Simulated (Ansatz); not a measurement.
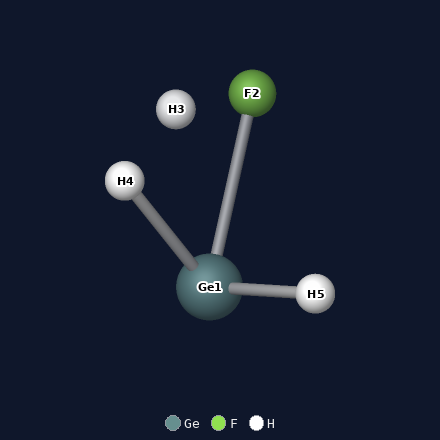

The system is the reacting system FGeH3 (fragments FGeH₃ where the first distance is long, GeH₂ + FH where the second is long); the picture shows the reference structure. 
- The first coordinate is: distance F2–H3 (bond that forms); the second: distance Ge1–H3 (bond that breaks).
- Relaxed at each point: all other coordinates.
- The grid has 11 × 11 points.
- Points are written as (first, second).
- Energies are in kJ/mol, from a guessed transition structure relaxed with its forming and breaking bonds held.
- Energies and slopes of some neighbouring points disagree (a jump in structure or state, or too coarse a mesh). The restricted reference is unstable at some or all points, so the energies there are unreliable.
- Method: Ansatz 0.2.0, RHF-MP2, frozen core/def2-TZVP.

Its coordinates:

```yaml
atoms:
  - { symbol: Ge, position_ang: [-0.9815, -0.1289, 0.5013] }
  - { symbol: F, position_ang: [0.4495, -1.0602, -0.7330] }
  - { symbol: H, position_ang: [0.4544, 0.1413, -0.8541] }
  - { symbol: H, position_ang: [-0.0433, 0.9903, -0.5229] }
  - { symbol: H, position_ang: [0.1209, 0.0575, 1.6087] }
```

Range: distance F2–H3 (bond that forms) from 0.819 to 2.619 Å; distance Ge1–H3 (bond that breaks) from 1.359 to 3.159 Å.

### Predict the map.

The lowest grid point is at (2.619 Å, 2.721 Å), −129 kJ/mol from a guessed transition structure relaxed with its forming and breaking bonds held. It lies in a valley that leaves the map towards separated partners. Other grid points that lie below all their neighbours: (0.920 Å, 2.721 Å) (78 kJ/mol higher). The highest grid point, (0.819 Å, 1.359 Å), lies 447 kJ/mol above the lowest.

| second ↓, first → | 0.819 | 0.920 | 1.060 | 1.219 | 1.392 | 1.576 | 1.770 | 1.972 | 2.181 | 2.397 | 2.619 |
| --- | --- | --- | --- | --- | --- | --- | --- | --- | --- | --- | --- |
| 3.159 | −6 | −49 | −14 | 76 | −46 | −87 | −109 | −121 | −125 | −127 | −128 |
| 2.937 | −8 | −52 | −16 | 74 | −46 | −86 | −108 | −118 | −124 | −127 | −129 |
| 2.721 | −8 | −52 | −17 | 71 | −45 | −84 | −104 | −116 | −123 | −127 | −129 |
| 2.512 | −5 | −50 | −17 | 62 | −39 | −77 | −101 | −115 | −123 | −127 | −129 |
| 2.310 | 1 | −46 | −20 | 43 | −32 | −74 | −99 | −114 | −122 | −125 | −128 |
| 2.116 | 14 | −38 | −23 | 16 | −31 | −72 | −97 | −111 | −118 | −122 | −125 |
| 1.932 | 36 | −21 | −20 | −5 | −35 | −69 | −91 | −102 | −109 | −114 | −115 |
| 1.759 | 75 | 10 | −3 | −6 | −30 | −57 | −75 | −83 | −92 | −97 | −94 |
| 1.600 | 137 | 64 | 36 | 21 | −3 | −26 | −39 | −50 | −60 | −62 | −53 |
| 1.460 | 225 | 145 | 104 | 79 | 52 | 31 | 15 | 4 | −5 | −3 | 14 |
| 1.359 | 318 | 233 | 184 | 150 | 120 | 98 | 76 | 69 | 61 | 68 | 91 |

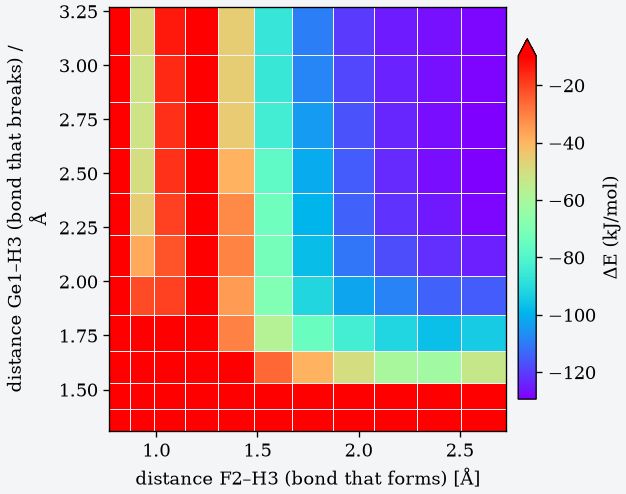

The picture shows one coloured cell a grid point, one colour for all values above the top of the scale.

Each point was launched as `ansatz run input.yaml --threads 1 --pin off --max-ram 2560MiB --backend cpu --events-out ev --progress --plain --runs-dir out`. Time for the 121 points that were run: 41 min on 1 thread of Arm Neoverse V1 (shared host).
